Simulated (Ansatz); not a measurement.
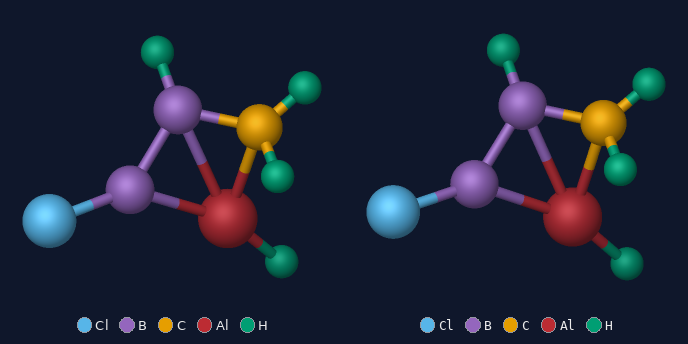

Two views of one molecule.

Computed geometry: PBE0-D4/def2-TZVP optimisation.

Question: Give the formula.

Answer: CH4AlB2Cl, 9 atoms: 1 carbon, 4 hydrogen, 1 aluminium, 2 boron and 1 chlorine.

Question: Which point group does it belong to?

Answer: C1.

Question: How many sets of symmetry-equivalent atoms are there?

Answer: 9: 1 Cl, 1 B, 1 B, 1 C, 1 Al, 1 H, 1 H, 1 H, 1 H.

Question: How many bonds of each kind are drawn?

Answer: 2 Al–B, 2 C–H, 1 B–Cl, 1 B–B, 1 C–Al, 1 C–B, 1 Al–H, 1 B–H. Sticks follow a distance rule.

More results for the same structure follow; atom numbers are the same in all pictures, views and colours differ.

**Geometry**

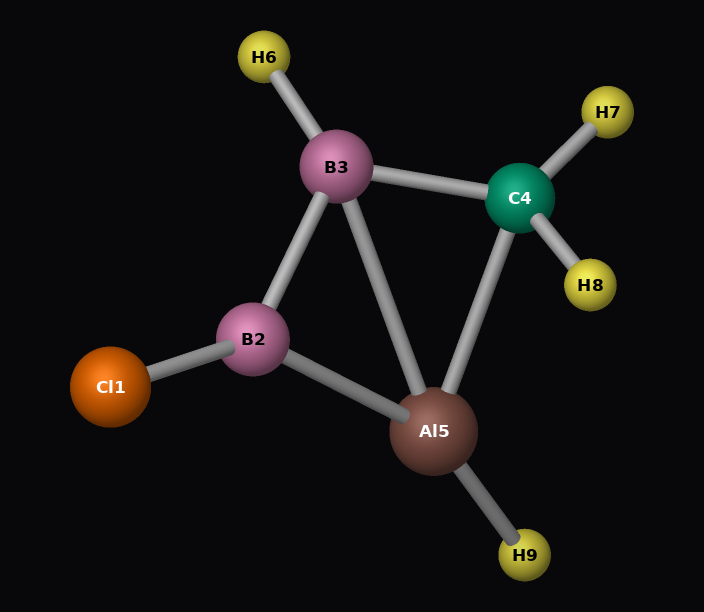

Numbered structure.

Estimate the angles Cl1–B2–Al5, B2–B3–H6, B2–Al5–B3, B2–Al5–H9, B3–C4–Al5, B3–C4–H7, B3–C4–H8, B3–Al5–C4, B3–Al5–H9, C4–B3–Al5, Al5–B3–H6, Al5–C4–H8.

| angle | degrees |
| --- | --- |
| Cl1–B2–Al5 | 146.6 |
| B2–B3–H6 | 127.4 |
| B2–Al5–B3 | 43.9 |
| B2–Al5–H9 | 159.6 |
| B3–C4–Al5 | 81.8 |
| B3–C4–H7 | 126.4 |
| B3–C4–H8 | 118.8 |
| B3–Al5–C4 | 39.5 |
| B3–Al5–H9 | 152.9 |
| C4–B3–Al5 | 58.7 |
| Al5–B3–H6 | 132.5 |
| Al5–C4–H8 | 74.2 |

**Dipole moment**

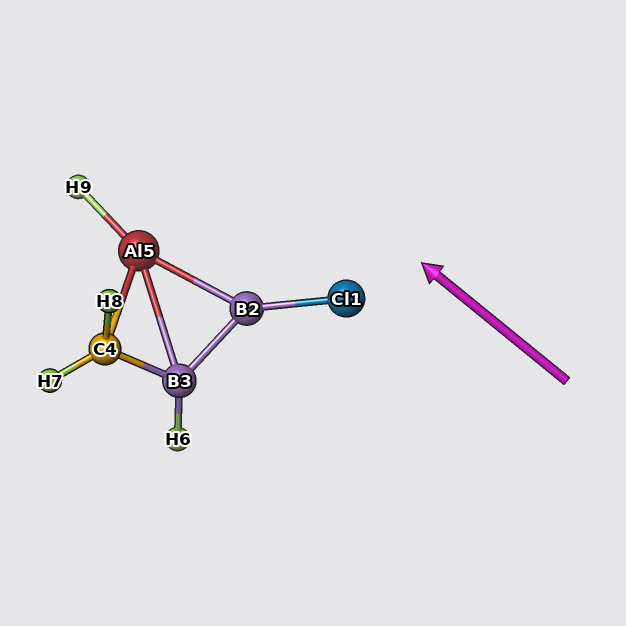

The arrow beside the molecule shows the direction of the dipole moment, from the negative to the positive end (its length means nothing). Method: RKS B3LYP-D4/def2-TZVPP (Ansatz 0.2.0).

Question: How large is the dipole moment?

Answer: 1.51 D; it points from the side of Cl1 to the side of H9 (the outermost atoms at the two ends).

**Vibrations**

Harmonic vibrations computed with RKS PBE0-D4/def2-TZVP (Ansatz 0.2.0) at a stationary point of the same level.

Question: How many vibrational modes are there, and where do they lie?

Answer: 21 modes: 130, 208, 287, 333, 401, 456, 468, 514, 558, 683, 767, 857, 893, 1004, 1089, 1183, 1438, 1920, 2593, 2777, 3200 cm⁻¹.

**Charges**

The questions are on Mulliken charges. Properties computed with RKS ωB97M-V/def2-TZVPP (Ansatz 0.2.0).

List the Mulliken charges.

| atom | value (e) |
| --- | --- |
| Cl1 | −0.07 |
| B2 | −0.04 |
| B3 | −0.04 |
| C4 | −0.37 |
| Al5 | 0.25 |
| H6 | 0.08 |
| H7 | 0.11 |
| H8 | 0.15 |
| H9 | −0.07 |

Mulliken values depend strongly on the basis set and can even reverse the polarity of a bond.
